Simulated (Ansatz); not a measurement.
```xyz
5

B     0.0000    0.0000   -1.3368
B     0.0000    0.0000    1.2875
F     0.0000    0.0000    2.5694
N     0.0000    0.0000    0.0302
O     0.0000    0.0000   -2.5503
```

Geometry: B3LYP-D3(BJ)/def2-SVP.

Level of theory: isolated molecule in a Gaussian basis; Kohn-Sham density functional theory, functional PBE0 in Ansatz 0.2.0.

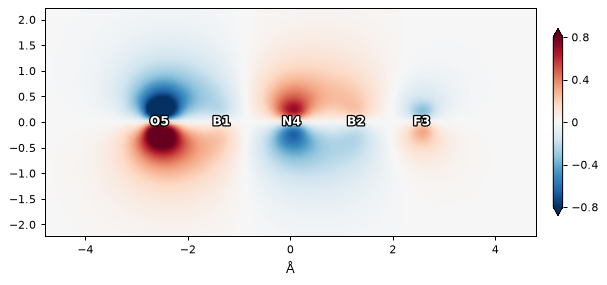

B$_{2}$FNO. The HOMO on a plane that holds the molecular axis (values in Å⁻³ᐟ²; the overall sign is arbitrary).

Question: What is the character of this orbital?

Answer: Its weight (Hirshfeld) is mainly on O5 (about 55 %), N4 (about 20 %), B1 (about 15 %) and B2 (about 10 %); largely a combination of lone pairs on O5 and N4. It is one of a degenerate set, so its orientation is arbitrary. Its energy is −9.00 eV.
